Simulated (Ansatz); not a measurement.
# BN (boron nitride): UB3LYP/6-31G

Aim: the energy change on altering one bond length of BN (boron nitride) at UB3LYP/6-31G, from 2 runs. 

Program for the calculation: Ansatz 0.2.0.

66 further runs of the same task are left out: 66 set aside as unsound or not needed.

## (1) Starting point

The species is BN (2 atoms), meant as a triplet with charge 0. SMILES: `B#N`. The coordinates come from a GFN2-xTB relaxation.

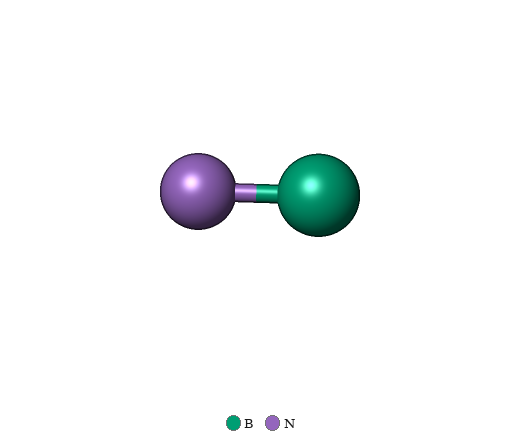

Viewed from a chosen angle; boron teal, nitrogen purple.

## (2) A single-point energy at UB3LYP/6-31G

Input file run.yaml:

```yaml
basis:
  gaussian:
    orbitals: 6-31G
crystal:
  periodic: [false, false, false]
  atoms:
    - symbol: B
      position_ang: [0.000000, 0.000000, 0.000000]
    - symbol: N
      position_ang: [0.000000, 0.000000, 1.268430]
total_charge: 0
magnetization:
  spin_polarized: true
  initial_magnetization: 2
hamiltonian:
  xc: {name: B3LYP}
accuracy: high
```

On the command line:

```
ansatz run run.yaml --threads 1 --pin off --max-ram 2610MiB --events-out events.jsonl --progress --plain --runs-dir runs
```

The log of the run:

```text
Warning: RAYON_NUM_THREADS=1 ignored (pool sized by the plan → 1); use --threads N
Functional definition: B3LYP
  name "B3LYP"
  parameter a0 = 0.2
  parameter ax = 0.72
  parameter ac = 0.81
  exchange = (1 - a0 - ax)*slater_x + ax*b88_x + a0*exact_x
  correlation = (1 - ac)*vwn_rpa_c + ac*lyp_c
417 factors; integrals over basis functions are off by at most 3.1e-9 eV
mean field evaluation 1: about -2156.1981 eV, gradient 2.9e1 eV
mean field evaluation 2: about -2126.5262 eV, gradient 7.4e1 eV
mean field evaluation 4: about -2160.1514 eV, gradient 9.7e-1 eV
mean field evaluation 8: about -2160.1603 eV, gradient 2.3e-2 eV
mean field evaluation 16: about -2160.1603 eV, gradient 1.0e-6 eV
mean field -2160.16028059 eV, -79.3844261024 hartree, gradient 2.1e-8 eV, S^2 2.002028; 1 other end points of the search recorded, 0 dependent functions left out
reference -2160.16030367 eV, -79.3844269507 hartree; 7, 5 occupied and 11, 13 virtual orbitals, 417 factors
Total energy: -2160.16030367 eV, -79.3844269507 hartree
```

It took 0.34 s on 1 thread of AMD EPYC 9R45 (Zen 5), shared host.

## (3) The distorted shape, same level

Input file input.yaml:

```yaml
crystal:
  periodic: [false, false, false]
  atoms:
    - {symbol: B, position_ang: [0.000000, 0.000000, -0.317070]}
    - {symbol: N, position_ang: [0.000000, 0.000000, 1.268430]}
basis:
  gaussian:
    orbitals: 6-31G
magnetization:
  spin_polarized: true
  initial_magnetization: 2
accuracy: high
hamiltonian:
  xc: {name: B3LYP}
```

On the command line:

```
ansatz run input.yaml --threads 1 --pin off --max-ram 2610MiB --events-out events.jsonl --progress --plain --runs-dir runs
```

The log of the run (excerpt; [...] marks lines left out):

```text
Warning: RAYON_NUM_THREADS=1 ignored (pool sized by the plan → 1); use --threads N
[... 7 set-up lines as earlier in the session ...]
418 factors; integrals over basis functions are off by at most 3.5e-9 eV
mean field evaluation 1: about -2154.6612 eV, gradient 2.9e1 eV
mean field evaluation 2: about -2096.8957 eV, gradient 9.0e1 eV
mean field evaluation 4: about -2159.4556 eV, gradient 9.1e-1 eV
mean field evaluation 8: about -2159.4649 eV, gradient 7.1e-2 eV
mean field evaluation 16: about -2159.4650 eV, gradient 3.1e-6 eV
mean field -2159.46503955 eV, -79.3588764656 hartree, gradient 2.5e-8 eV, S^2 2.011029; 1 other end points of the search recorded, 0 dependent functions left out
reference -2159.46506309 eV, -79.3588773307 hartree; 7, 5 occupied and 11, 13 virtual orbitals, 418 factors
Total energy: -2159.46506309 eV, -79.3588773307 hartree
```

It took 0.34 s on 1 thread of AMD EPYC 9R45 (Zen 5), shared host.

## (4) What came out

Level: UB3LYP/6-31G.

| quantity | value |
| --- | --- |
| first shape: total energy | -79.38443 Eh |
| first shape: ⟨S²⟩ | 2.002 |
| distorted shape: total energy | -79.35888 Eh |
| distorted shape: ⟨S²⟩ | 2.011 |
| energy change with the B1–N2 bond stretched from 1.268 to 1.585 Å | 0.695 eV |

In words: With the B1–N2 bond stretched from 1.268 to 1.585 Å the energy rises by 0.70 eV (67.1 kJ/mol). The first shape isn't relaxed at this level, so the change isn't measured from a minimum.
